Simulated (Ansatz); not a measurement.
**Single-point calculation of InH$_{3}$Cl$_{2}$O**

System: InH$_{3}$Cl$_{2}$O.
Method: RKS PBE0-D4/def2-TZVPP (Ansatz 0.2.0).

The geometry is a transition state. The reaction was set up to form In1–O6 and H2–H5 and to break In1–H2 and H5–O6 (atoms counted from 1 in the order of the input); sticks are drawn by distance alone. The geometry comes from this level: PBE0-D4/def2-TZVP.

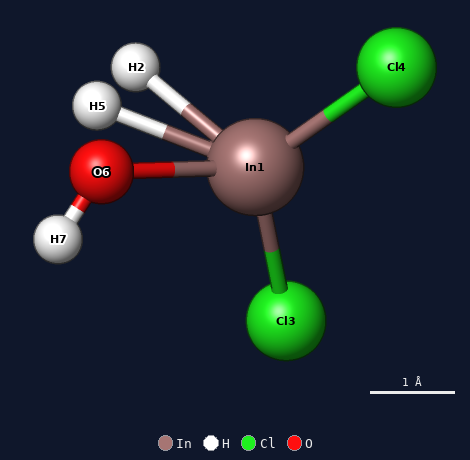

The structure (ball-and-stick view, seen at a tilt; atoms are numbered from 1 in the order of the input). Sticks mark near contacts. Bond lengths as drawn: Cl–In 2.30 to 2.31 Å, H–In 2.02 to 2.03 Å, H–O 0.96 Å and In–O 2.10 Å.

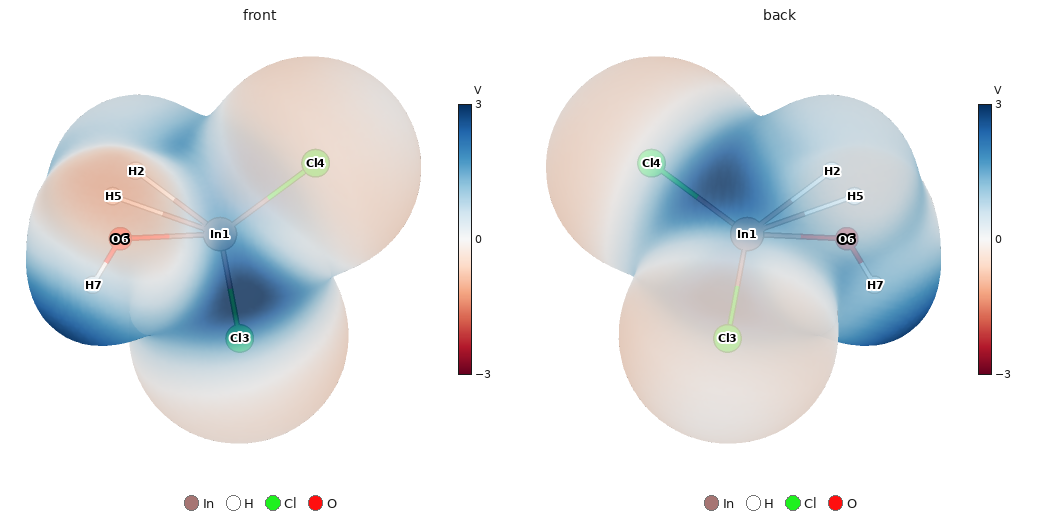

The molecular electrostatic potential painted on the density surface at 0.002 e/bohr³, seen at a tilt and from behind; the colour scale runs from red (negative) to blue (positive).

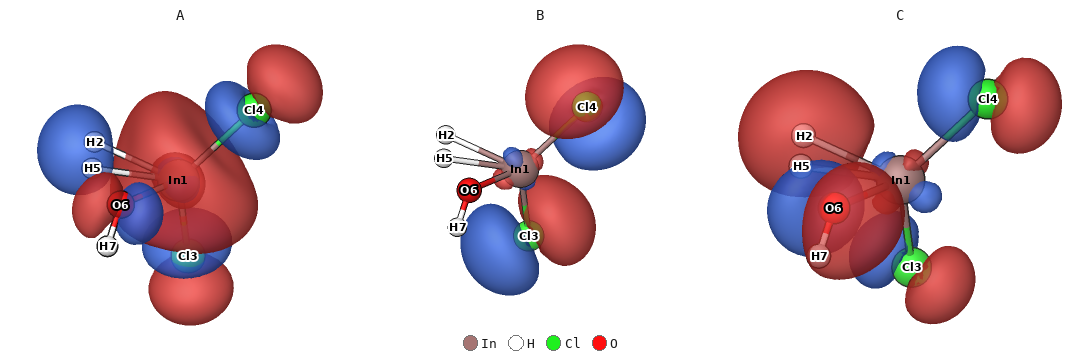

Three frontier orbitals at ±0.08 Å⁻³ᐟ² (red and blue are the two phases). B is the HOMO−1 (−9.19 eV). C is the HOMO (−8.76 eV). By Hirshfeld shares it lies mainly on O6 (40 %), H2 (20 %), Cl4 (10 %) and In1 (10 %). A is the LUMO (−2.23 eV). By Hirshfeld shares it lies mainly on In1 (45 %), Cl4 (20 %) and Cl3 (15 %). The HOMO–LUMO gap is 6.53 eV between the orbital energies.

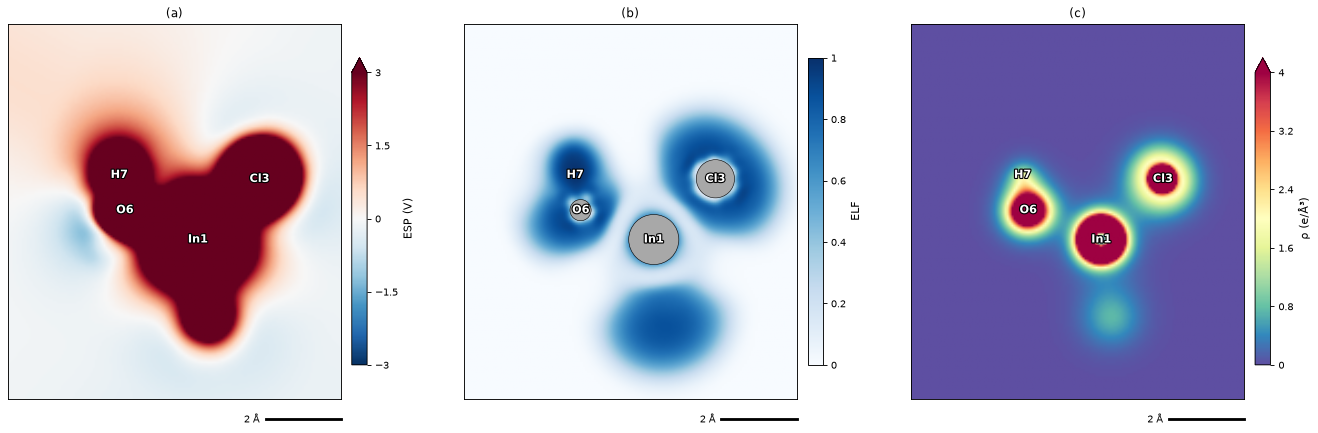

(a) molecular electrostatic potential; (b) ELF; (c) electron density on the plane of atoms Cl3, In1 and O6. Grey discs, where drawn, cover atomic cores. The section cuts through In, Cl, O and H sites. In–O (2.10 Å): ρ at the midpoint is about 0.6 e/Å³; the ELF peaks at about 0.90 in the valence shell of O, 0.6 Å from its nucleus, and drops to about 0.15 between the two atoms. In–Cl (2.31 Å): ρ is about 0.61 e/Å³ halfway; the ELF peaks at about 0.85 in the valence shell of Cl, 0.8 Å from its nucleus, and drops to about 0.20 between the two atoms.

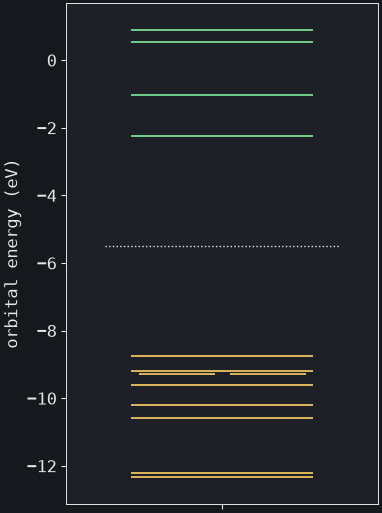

Orbital energies near the frontier; the dotted line parts filled from empty levels, and levels within 0.02 eV of each other stand side by side. Highest filled −8.76 eV, lowest empty −2.23 eV, 6.53 eV apart.

The input that produced these results follows, with the program's output.

**Input**
```yaml
crystal:
  periodic: [false, false, false]
  atoms:
    - {symbol: In, position_ang: [-0.748626, 0.244904, -0.080614]}
    - {symbol: H, position_ang: [0.069044, -1.405966, 0.747509]}
    - {symbol: Cl, position_ang: [-1.369415, -0.140754, -2.267933]}
    - {symbol: Cl, position_ang: [-2.042718, 1.424582, 1.405569]}
    - {symbol: H, position_ang: [0.837890, -0.852560, 0.560253]}
    - {symbol: O, position_ang: [1.332105, 0.338271, 0.197226]}
    - {symbol: H, position_ang: [1.921821, 0.391623, -0.562209]}
basis:
  gaussian: {orbitals: def2-TZVPP}
hamiltonian: {xc: pbe0, dispersion: d4}
output: {orbitals: {seedname: orbitals}}
```

Command:
```bash
ansatz run in.yaml --threads 4 --pin off --events-out ev --progress --plain --max-ram 9574MiB
```

**What the program printed**
```
Functional definition: PBE0
  name "PBE0"
  cite "Adamo & Barone, J. Chem. Phys. 110, 6158 (1999) doi:10.1063/1.478522"
  cite "Perdew, Burke & Ernzerhof, Phys. Rev. Lett. 77, 3865 (1996) doi:10.1103/PhysRevLett.77.3865"
  parent pbe
  parameter a = 0.25
  parameter kappa = 0.804
  parameter beta = 0.06672455060314922
  exchange = (1 - a)*pbe_x(kappa = kappa, mu = beta*pi^2/3) + a*exact_x
  correlation = pbe_c(beta = beta)
1459 factors; their error is unknown
mean field evaluation 1: about -32302.1109 eV, gradient 5.9e1 eV
mean field evaluation 2: about -32278.1687 eV, gradient 1.2e2 eV
mean field evaluation 4: about -32308.0326 eV, gradient 6.9e0 eV
mean field evaluation 8: about -32308.2359 eV, gradient 3.0e-1 eV
mean field evaluation 16: about -32308.2360 eV, gradient 5.3e-5 eV
mean field -32308.23604102 eV, -1187.3057751984 hartree, gradient 5.3e-5 eV, S^2 0.000000; 0 other end points of the search recorded, 0 dependent functions left out
reference -32308.23608204 eV, -1187.3057767061 hartree; 33, 33 occupied and 174, 174 virtual orbitals, 1459 factors
Total energy: -32308.37432336 eV, -1187.3108569807 hartree
```

**Results in brief**

| quantity | value |
| --- | --- |
| outcome | converged |
| total energy | −32308.3743 eV |
| mean-field energy | −32308.2361 eV |
| dispersion energy | −0.1382 eV |
| SCF solution under orbital rotations | stable |
| HOMO | −8.76 eV |
| LUMO | −2.23 eV |
| hardware | 4 threads of Arm Neoverse V2, 23 GiB of memory available, shared host |
| wall time | 2.4 s (CPU time 8.8 s) |
| peak memory | 0.55 GiB |
